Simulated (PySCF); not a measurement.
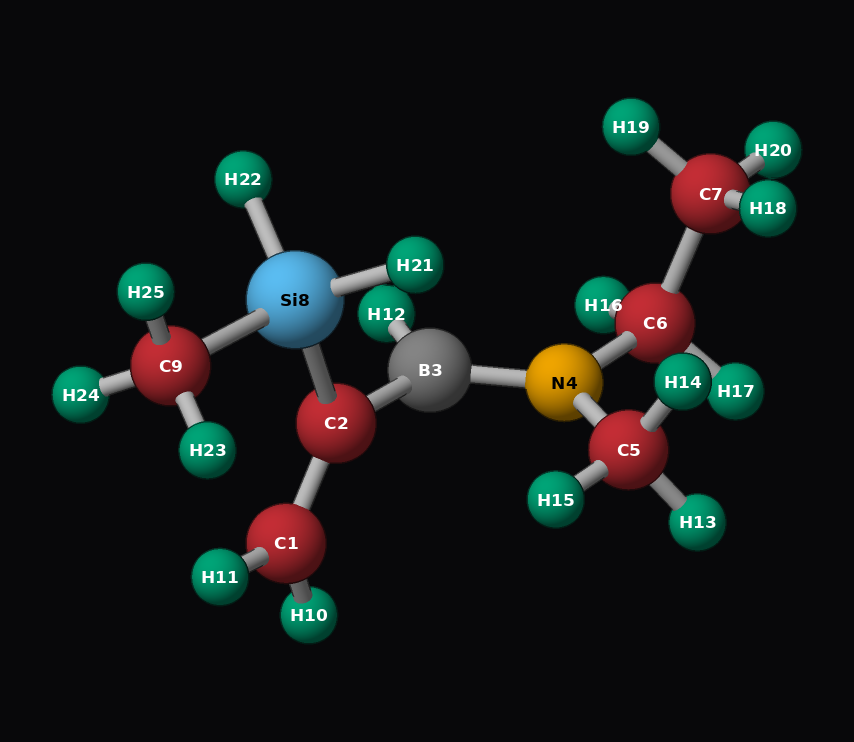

The geometry was computed by an optimisation with GFN2-xTB. No frequency run is at hand to confirm it as a minimum. Level of theory: GIAO PBE0/pcSseg-1 NMR shielding, non-relativistic, gas phase (PySCF 2.14.0). Principal shieldings σ11 ≤ σ22 ≤ σ33, span Ω = σ33 − σ11, skew κ = 3(σiso − σ22)/Ω.

Give the shielding tensors of the Si atoms.

| atom | σ11 | σ22 | σ33 | σiso | Ω | κ |
| --- | --- | --- | --- | --- | --- | --- |
| Si8 | 356.5 | 409.4 | 452.1 | 406.0 | 95.6 | −0.11 |

Shieldings and span in ppm.

The geometry is semi-empirical. Around B, Si such bond lengths and angles can be off by a tenth of an ångström or more and by several degrees, and values that hang on the shape move with them.
